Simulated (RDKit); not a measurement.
# Run report: C$_{2}$H$_{4}$O$_{2}$SSi, property calculation

C$_{2}$H$_{4}$O$_{2}$SSi, SMILES O=C1OC[SiH2]S1, computed with GASTEIGER (RDKit 2026.09.1).

The geometry: force field.

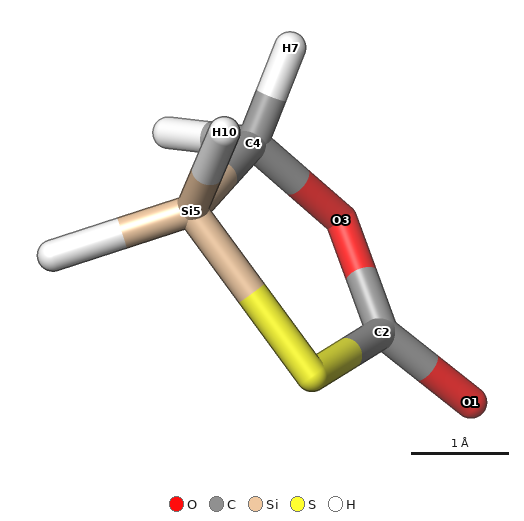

**Figure 1.** The input geometry (stick view, seen at a tilt; atoms are numbered from 1 in the order of the input). Bond lengths as drawn: C–H 1.06 to 1.13 Å, C–O 1.28 to 1.42 Å, C–S 1.79 Å, C–Si 1.82 Å, H–Si 1.47 to 1.50 Å and S–Si 2.12 Å.

**Results in brief**

```tsv
quantity	value
outcome	converged
hardware	1 thread of Arm Neoverse N1, 54 GiB of memory available, shared host
peak memory	0.074 GiB
```

**Notes**

Settings chosen away from the usual ones: niter.

**Input (job.py)**
```python
import json
import numpy as np
from rdkit import Chem
from rdkit.Chem import AllChem
from rdkit.Chem import rdDetermineBonds

molecule = Chem.MolFromXYZFile("mol.xyz")
rdDetermineBonds.DetermineBonds(molecule, charge=0)
print("perceived SMILES:", Chem.MolToSmiles(Chem.RemoveHs(molecule)))
symbols = [a.GetSymbol() for a in molecule.GetAtoms()]
start = molecule.GetConformer().GetPositions().copy()

AllChem.ComputeGasteigerCharges(molecule, nIter=24)
q = np.array([a.GetDoubleProp("_GasteigerCharge") for a in molecule.GetAtoms()])
for a, c in zip(molecule.GetAtoms(), q):
    print(f"{a.GetSymbol():<2}{a.GetIdx() + 1:<3} {str(a.GetHybridization()):<6} {c:+.4f}")
print(f"sum {q.sum():+.4f}")
if not np.isfinite(q).all():
    raise ValueError("no Gasteiger parameters for some atoms")
json.dump(dict(symbols=symbols, start=start.tolist(), charges_other=q.tolist()), open("results.json", "w"))
```

**File mol.xyz**
```
10

O      1.058700    -1.902300     2.080900
C      0.593900    -1.052700     1.247000
O      0.146900    -1.462500    -0.007500
C     -0.217900    -0.427800    -0.901800
Si    -0.240200     1.260800    -0.216800
S      0.540800     0.682100     1.667600
H      0.349300    -0.504800    -1.797700
H     -1.274500    -0.695900    -1.188900
H     -1.585100     1.889100     0.004500
H      0.711200     2.162800    -0.884300
```

Run as:
```bash
python job.py
```

**What the program printed**
```
perceived SMILES: O=C1OC[SiH2]S1
O 1   SP2    -0.2391
C 2   SP2    +0.3600
O 3   SP2    -0.4614
C 4   SP3    +0.0864
Si5   SP3    +0.1434
S 6   SP3    -0.0748
H 7   S      +0.0669
H 8   S      +0.0669
H 9   S      +0.0258
H 10  S      +0.0258
sum +0.0000
```
